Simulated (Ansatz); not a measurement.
Ligand exchange: CH4O + C2H10OSi2 → SiH3(CH3) + C2H8O2Si

Species: CH4O (methanol) `CO`, singlet; C2H10OSi2 `CC[SiH](O)[SiH3]`, singlet; SiH3(CH3) (methylsilane), singlet; C2H8O2Si `CC[SiH](O)O`, singlet. The partners trade OH for SiH3: C–OH and Si–SiH3 bonds give way to C–SiH3 and Si–OH.

Shapes, held fixed at every level: PBE0-D4/def2-TZVP. Flexible molecules stand in one conformer, not always the lowest. Programs: Ansatz 0.2.0. Electronic energies: no zero-point or thermal term.

| level | kind | ΔE (kJ/mol) | less CCSD(T)/CBS estimate |
| --- | --- | --- | --- |
| HF/def2-TZVPP | Hartree–Fock | -228.5 | -6.3 |
| r2SCAN-D4/def2-TZVPP | meta-GGA | -219.1 | +3.1 |
| B3LYP-D4/def2-TZVPP | global hybrid | -213.6 | +8.6 |
| wB97M-V/def2-TZVPP | range-separated hybrid | -225.9 | -3.7 |
| wB97X-V/def2-TZVPP | range-separated hybrid | -214.3 | +7.9 |
| MP2/def2-TZVPP | perturbation theory | -234.2 | -12.0 |
| CCSD(T)/CBS estimate | coupled cluster or CI | -222.2 | 0.0 |

The highest level, CCSD(T)/CBS estimate, gives ΔE = -222.2 kJ/mol; the levels span -234.2 to -213.6. The column of differences is taken from that level and isn't an error. No measured value is set beside it here. The CBS estimate extrapolates MP2 from def2-TZVPP and def2-QZVPP and adds CCSD(T) − MP2 in the triple-zeta set, cores frozen.

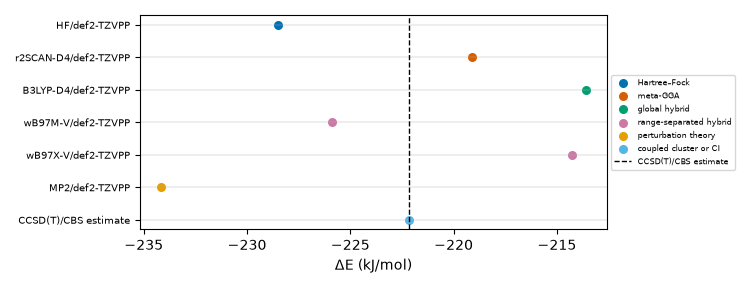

The values of the table, level by level.
